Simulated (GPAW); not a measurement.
Band structure of HfC (Fm-3m, 2 atoms in the cell).

```yaml
crystal:
  lattice:
    - [0.00000, 2.30602, 2.30602]
    - [2.30602, 0.00000, 2.30602]
    - [2.30602, 2.30602, 0.00000]
  atoms:
    - { symbol: Hf, position: [0.00000, 0.00000, 0.00000] }
    - { symbol: C, position: [0.50000, 0.50000, 0.50000] }
```

Method: PBE, GPAW PAW datasets PBE (gpaw-data 1.0.1) (plane waves; GPAW 25.7.0).

Settings: mode = pw; ecut = 900 eV; xc = PBE; kpts = 10 10 10; mesh shift (steps) = 0 0 0; occupations.name = fermi-dirac; occupations.width = 0.05 eV; nbands = -6; convergence.forces = 0.001 eV/Å; symmetry.symmorphic = false; symmetry.tolerance = 0.0005; maxiter = 100; bandpath_npoints = 40.

The starting cell comes from a database of computed structures (which also holds hypothetical and non-ambient phases and stackings), without a prior relaxation at this level. Its lattice was rescaled by a random factor within 2.5 % of one. Spin-orbit coupling is off.

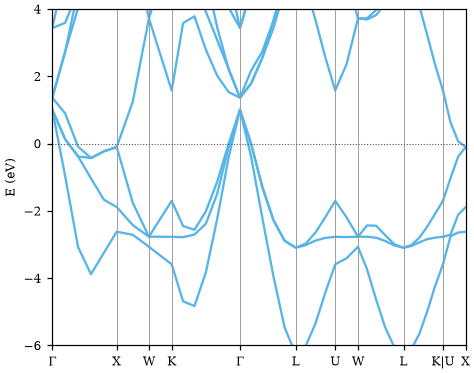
*Bands along the path, energies from the Fermi level.*

Levels in eV from the Fermi level, bands 5 to 12:
| point | 5 | 6 | 7 | 8 | 9 | 10 | 11 | 12 |
|---|---|---|---|---|---|---|---|---|
| Γ | -12.44 | 1.01 | 1.01 | 1.01 | 1.36 | 1.36 | 1.36 | 3.43 |
| X | -10.55 | -2.62 | -1.89 | -0.10 | -0.10 | 5.41 | 6.88 | 6.88 |
| W | -9.77 | -3.07 | -2.77 | -2.77 | 3.72 | 3.72 | 6.89 | 7.30 |
| K | -9.87 | -3.59 | -2.77 | -1.70 | 1.58 | 5.89 | 6.29 | 8.48 |
| L | -8.59 | -6.27 | -3.10 | -3.10 | 5.41 | 5.41 | 5.91 | 6.68 |
| U | -9.87 | -3.59 | -2.77 | -1.70 | 1.58 | 5.89 | 6.29 | 8.48 |

Bands cross the Fermi level along this path, so the cell is metallic at this level.
